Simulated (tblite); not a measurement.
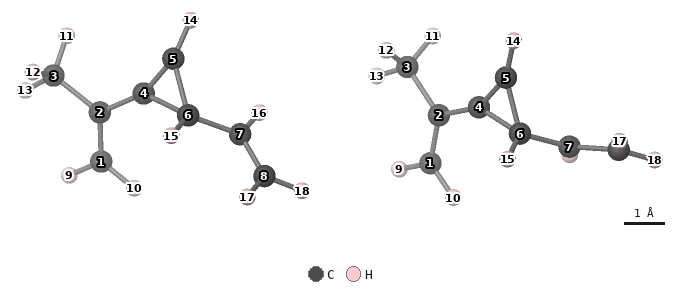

Two geometries of C8H10 (charge +1, multiplicity 2), drawn at one scale. One is the start of a relaxation, the other its converged end. Style: ball-and-stick. Shown at a tilt.

Computed with GFN2-xTB geometry optimisation, gas phase in tblite 0.8.0. 

Question: Which geometry has the lower energy?

Answer: The left one is the relaxed one. The atom that moves furthest after the best rigid fit is H17 (1.63 Å). By element the largest moves are H 1.63 Å, C 0.75 Å. Near-neighbour distances that change, for instance: C4–C6 1.428 → 1.565 Å, C7–C8 1.442 → 1.344 Å, C5–C6 1.453 → 1.505 Å, C1–C2 1.333 → 1.355 Å. Among the angles between lasting bonds that change: C6–C5–H14 147.2° → 138.5°, C4–C6–C7 118.4° → 125.9°, C4–C6–H15 117.0° → 111.6°. Groups turn about C6–C7 by about 65°, C4–C5 by about 25°, C2–C4 by about 25°. Over 137 geometry steps the energy falls by 19.6 kcal/mol. The run took 1.5 s on 1 thread of Arm Neoverse N1, with other jobs on the host.
